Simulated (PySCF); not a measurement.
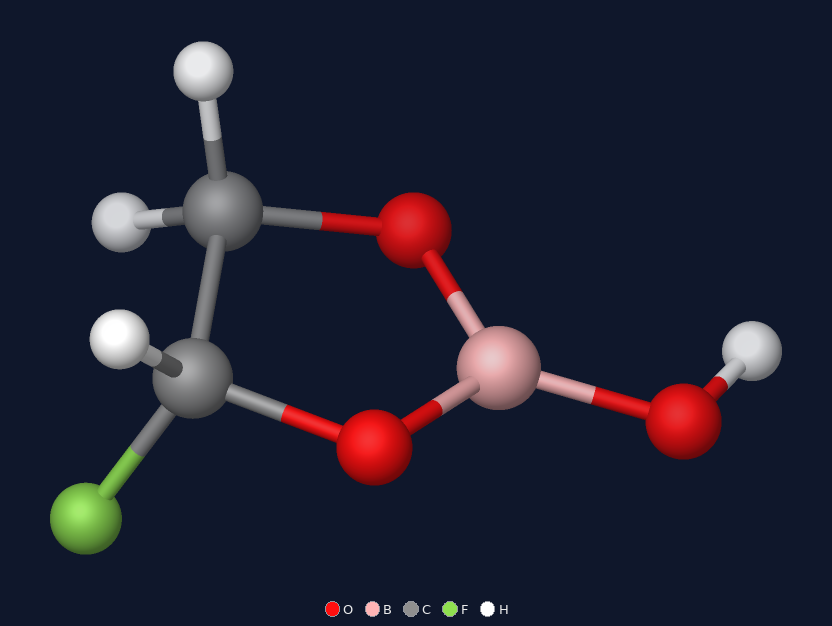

A ball-and-stick model of a molecule.

The geometry was computed by an optimisation with PBE0-D3(BJ)/def2-SVP. No frequency run is at hand to confirm it as a minimum.

Describe the molecule.

Formula C2H4BFO3. Its SMILES string is `OB1OC[C@@H](F)O1`. Independent rings (smallest set): 1 of 5 members. Among its groups: C–F bond. The point group is C1. Coordination: 3 O bent; 1 B trigonal planar; 2 C tetrahedral.

The parts below concern this one geometry. Atoms keep their numbers from picture to picture.

Dipole moment

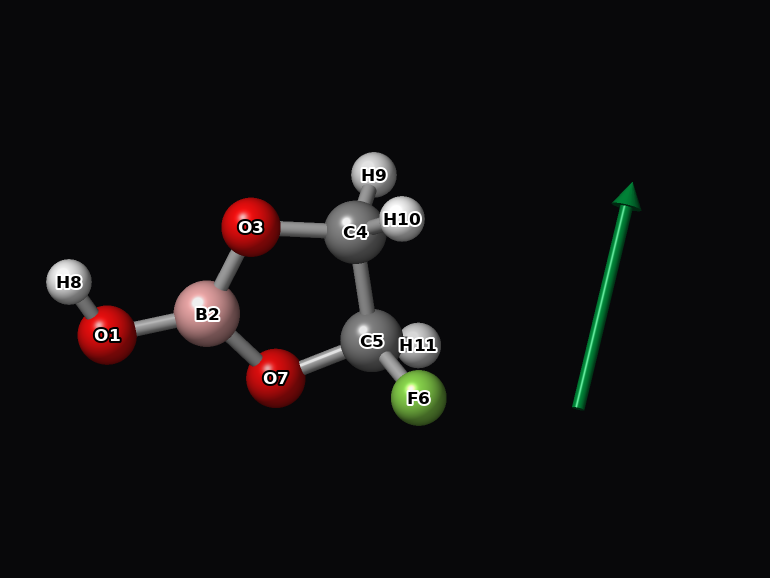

The arrow beside the molecule shows the direction of the dipole moment, from the negative to the positive end (its length means nothing). No frequency run is at hand to confirm it as a minimum. Properties computed with HF/pcSseg-1, gas phase (PySCF 2.14.0).

How large is the dipole moment?

Answer. 3.15 D; it points from the side of O1, F6, O7 to the side of H9 (the outermost atoms at the two ends).

Charges

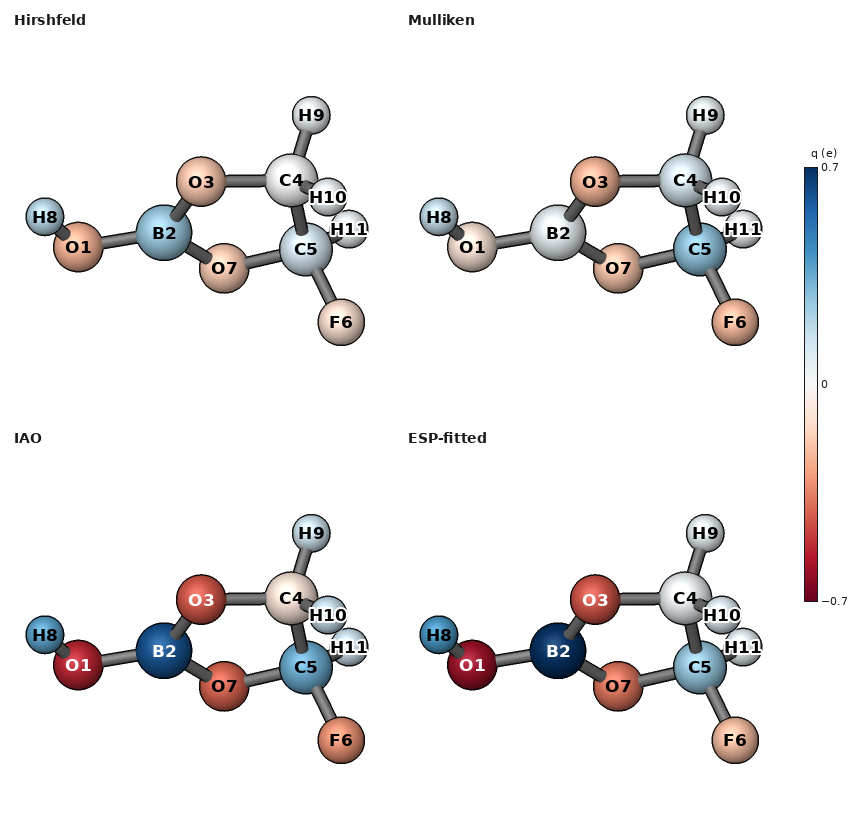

Atomic charges of one calculation by 4 schemes, on one colour scale. No frequency run is at hand to confirm it as a minimum. Method: PBE0/cc-pVDZ (PySCF 2.14.0).

On which atom do the schemes disagree most?

Answer. On B2 (from 0.05 to 0.70 e).

List the charges (e), one line for each set of equivalent atoms.

| atom | Hirshfeld | Mulliken | IAO | ESP-fitted |
| --- | --- | --- | --- | --- |
| O1 | −0.24 | −0.10 | −0.53 | −0.60 |
| B2 | 0.26 | 0.05 | 0.61 | 0.70 |
| O3 | −0.19 | −0.23 | −0.43 | −0.44 |
| C4 | 0.00 | 0.11 | −0.09 | 0.04 |
| C5 | 0.12 | 0.28 | 0.35 | 0.27 |
| F6 | −0.11 | −0.22 | −0.31 | −0.21 |
| O7 | −0.18 | −0.20 | −0.41 | −0.37 |
| H8 | 0.19 | 0.16 | 0.38 | 0.41 |
| H9 | 0.05 | 0.05 | 0.14 | 0.06 |
| H10 | 0.05 | 0.06 | 0.16 | 0.09 |
| H11 | 0.05 | 0.03 | 0.14 | 0.06 |

Quadrupole coupling

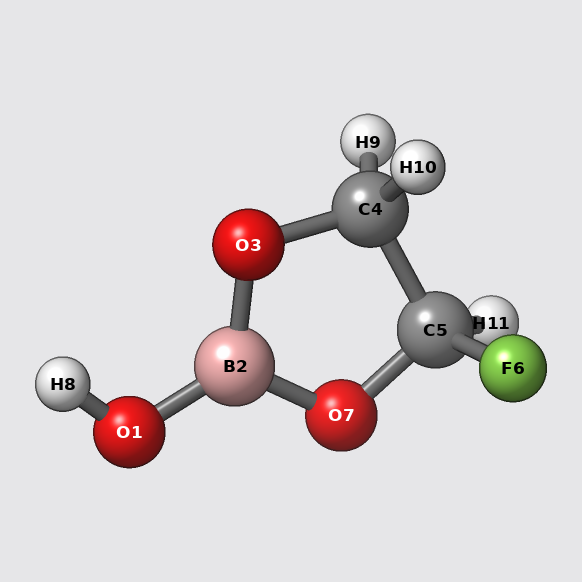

No frequency run is at hand to confirm it as a minimum. Electric field gradients from the ground-state density, PBE0/aug-cc-pVDZ (PySCF 2.14.0), non-relativistic apart from any core potentials.

Give the largest field-gradient component, the quadrupole coupling constant and the asymmetry for 17O at O1 (Q = −25.6 mb), 11B at B2 (Q = 40.59 mb), 17O at O3 (Q = −25.6 mb), 17O at O7 (Q = −25.6 mb), 2H at H8 (Q = 2.86 mb), 2H at H9 (Q = 2.86 mb).

| atom | V_zz (a.u.) | e²qQ/h (MHz) | η |
| --- | --- | --- | --- |
| O1 | 1.259 | −7.57 | 0.38 |
| B2 | 0.252 | 2.41 | 0.36 |
| O3 | 1.422 | −8.55 | 0.38 |
| O7 | 1.363 | −8.20 | 0.26 |
| H8 | 0.465 | 0.312 | 0.06 |
| H9 | 0.282 | 0.190 | 0.06 |

NMR shielding

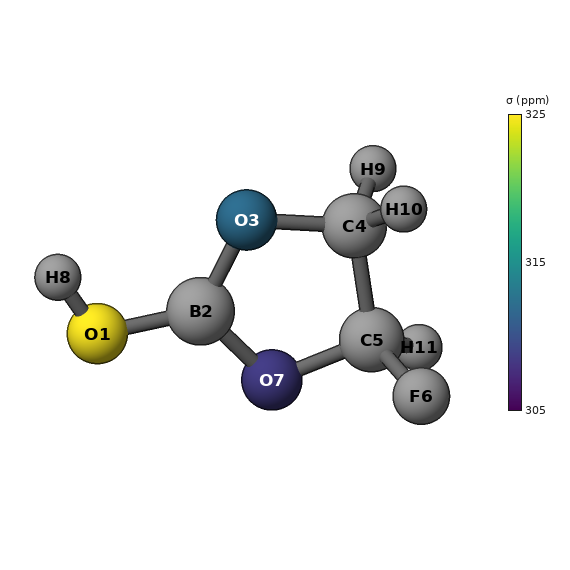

Atoms are coloured by their isotropic NMR shieldings (O only, the others grey). No frequency run is at hand to confirm it as a minimum. Level of theory: GIAO PBE0/STO-3G NMR shielding, non-relativistic, gas phase (PySCF 2.14.0).

List the isotropic NMR shieldings of the O atoms.

```json
{"atom": "O1", "σ (ppm)": "324.9"}
{"atom": "O3", "σ (ppm)": "312.1"}
{"atom": "O7", "σ (ppm)": "308.5"}
```

Mulliken values depend strongly on the basis set and can even reverse the polarity of a bond.
